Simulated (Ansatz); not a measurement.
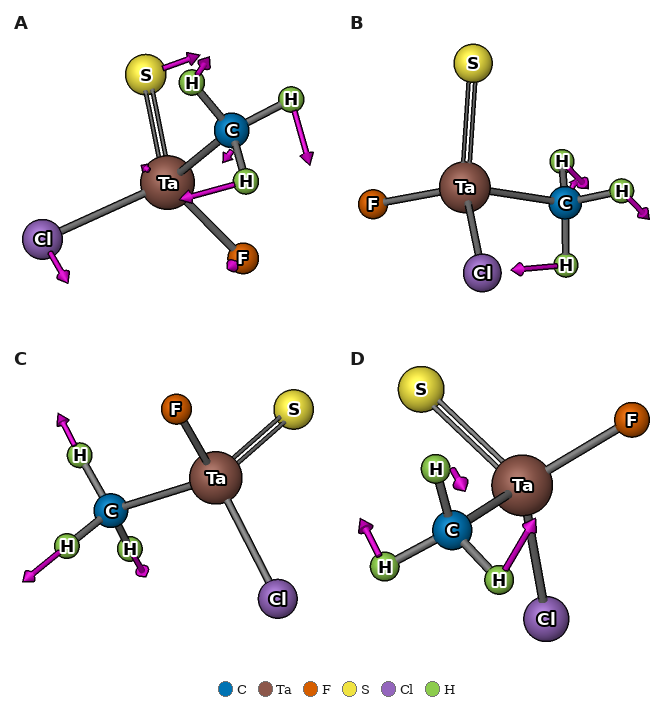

4 normal modes of one molecule or complex, as arrows. Charge 0, singlet. Harmonic vibrations computed with RKS PBE0-D4/def2-TZVP, core potentials on Ta (Ansatz 0.2.0) at a stationary point of the same level.

**Match the panels to the wavenumbers 130 cm⁻¹, 631 cm⁻¹, 1402 cm⁻¹, 3021 cm⁻¹.**

A: 130 cm⁻¹, Cl–Ta–S bending
B: 631 cm⁻¹, H–C–Ta bending
C: 3021 cm⁻¹, in-phase stretching of 3 C–H bonds
D: 1402 cm⁻¹, H–C–H bending
